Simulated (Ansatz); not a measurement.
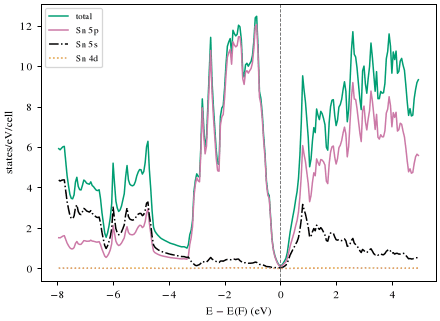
*Total and projected density of states of Sn in space group Cmcm (No. 63; Sn on 8f, Sn on 8f, Sn on 8f), PBE (plane waves, PAW; program Ansatz)*

Which orbitals carry the states next to the Fermi level?

Within 0.5 eV of the Fermi level: Sn 5p 82 %, Sn 5s 17 %. Projections are on Löwdin-orthogonalised atomic valence shells; empty p or d shells of many metals are not among them.

Where is the tallest occupied peak in this window, and what makes it?

Near -0.8 eV, about 12 states/eV per cell; the largest projected share is Sn 5p.

The start of the workflow was typed in or built on a structure type; neither database checked (COD, Materials Project) lists it. It is not the phase usual at ambient conditions (space group No. 141). The cell was relaxed with PBE under the symmetry of its start; its stability against distortions is not shown here. Scalar-relativistic: spin–orbit coupling is off unless named, which matters more the heavier the elements.

Potentials: the earlier of the program's two PAW sets.
